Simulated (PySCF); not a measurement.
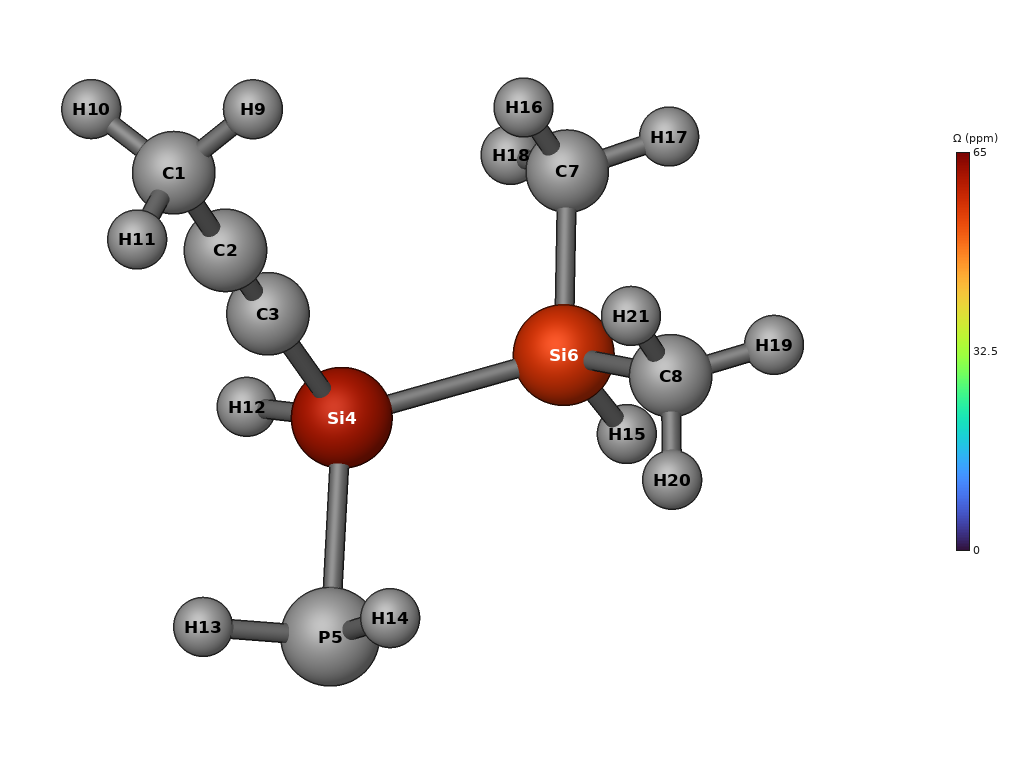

The Si atoms are coloured by the span of their shielding tensor. The geometry was computed by an optimisation with GFN2-xTB. No frequency run is at hand to confirm it as a minimum. Method: GIAO PBE0/pcSseg-1 NMR shielding, non-relativistic, gas phase (PySCF 2.14.0). Principal shieldings σ11 ≤ σ22 ≤ σ33, span Ω = σ33 − σ11, skew κ = 3(σiso − σ22)/Ω.

Give the shielding tensors of the Si atoms.

| atom | σ11 | σ22 | σ33 | σiso | Ω | κ |
| --- | --- | --- | --- | --- | --- | --- |
| Si4 | 390.3 | 434.9 | 450.8 | 425.4 | 60.5 | −0.48 |
| Si6 | 360.7 | 398.1 | 417.2 | 392.0 | 56.4 | −0.32 |

Shieldings and span in ppm.

The geometry is semi-empirical. Around P, Si such bond lengths and angles can be off by a tenth of an ångström or more and by several degrees, and values that hang on the shape move with them.
